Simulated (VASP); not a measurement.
Given:

```
CELL_PARAMETERS angstrom
      1.56244    -2.70623     0.00000
      1.56244     2.70623     0.00000
      0.00000     0.00000     3.47391
ATOMIC_POSITIONS crystal
  Hf 0.00000 0.00000 0.00000
  B  0.33333 0.66667 0.50000
  B  0.66667 0.33333 0.50000
```

The numbers are results of PBE GGA with D3 dispersion (zero damping), VASP's PBE PAW potentials (set 64) (plane waves; VASP), not measurements. Run with 520 eV cut-off, 13×13×10 Γ-centred mesh, tetrahedra with Blöchl corrections, potentials Hf_pv B.

Unless said otherwise, spin-orbit coupling is left out, though it shifts the bands of the heavy elements here.

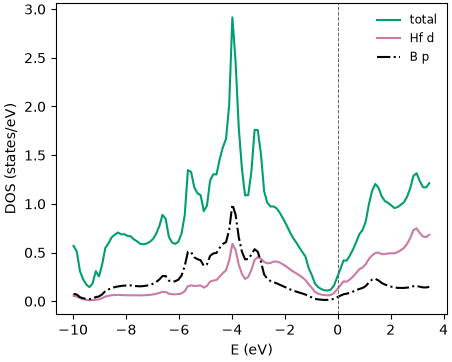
Total and projected density of states, zero at the Fermi level

Within 2 eV below the Fermi level the largest weight inside VASP's projection spheres is Hf d, then B p.

It has no gap at this level: it comes out as a metal or semimetal.

The compound is HfB2 in the AlB2 type structure. It was relaxed first.
